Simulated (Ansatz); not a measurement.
**A family of molecules: the atomisation energy (no zero-point term)**

One atom is swapped for its congeners: C2H5AlCl `C[CH2][Al][Cl]`; C2H5ClGa `C[CH2][Ga][Cl]`; C2H5ClIn `C[CH2][In][Cl]`. All are doublets with charge 0.

Shapes, held fixed at every level: PBE0-D4/def2-TZVP. Flexible molecules stand in one conformer, not always the lowest. Programs: Ansatz 0.2.0. Values in eV.

```json
{"level": "HF/def2-TZVPP", "C2H5AlCl": "25.19", "C2H5ClGa": "24.27", "C2H5ClIn": "23.66"}
{"level": "B3LYP-D4/def2-TZVPP", "C2H5AlCl": "32.80", "C2H5ClGa": "31.89", "C2H5ClIn": "31.34"}
{"level": "wB97X-V/def2-TZVPP", "C2H5AlCl": "32.88", "C2H5ClGa": "32.02", "C2H5ClIn": "31.41"}
{"level": "B2PLYP/def2-TZVPP", "C2H5AlCl": "32.47", "C2H5ClGa": "31.62", "C2H5ClIn": "30.98"}
{"level": "MP2/def2-TZVPP", "C2H5AlCl": "32.54", "C2H5ClGa": "31.77", "C2H5ClIn": "30.93"}
{"level": "CCSD/def2-TZVPP", "C2H5AlCl": "31.64", "C2H5ClGa": "30.91", "C2H5ClIn": "30.23"}
{"level": "CCSD(T)/def2-TZVPP", "C2H5AlCl": "32.05", "C2H5ClGa": "31.34", "C2H5ClIn": "30.66"}
```

At CCSD(T)/def2-TZVPP the atomisation energy falls at every step, from 32.05 to 30.66 eV. Every level shows the same order. Spin contamination: C2H5ClIn (⟨S²⟩ up to 0.80). Open shells run unrestricted unless RO is named. For atoms past krypton def2 sets carry core potentials with scalar relativity. Relativity is left out for Ga unless named. Correlated rows may include outer-core shells of Ga, In, which these sets cover unevenly. Spin-orbit coupling, which grows down the group, is left out (summed over each molecule's free atoms 0.05, 0.11, 0.23 eV).

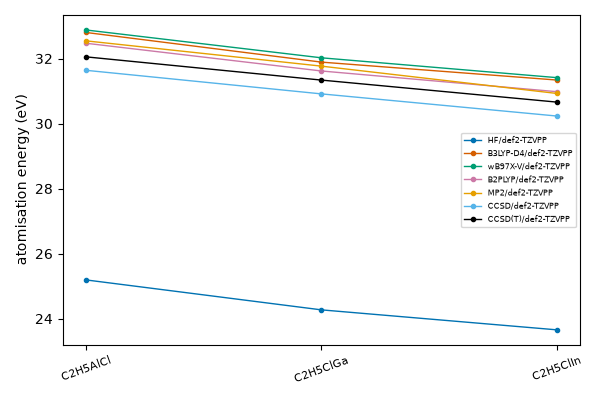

The trend along the series, level by level.
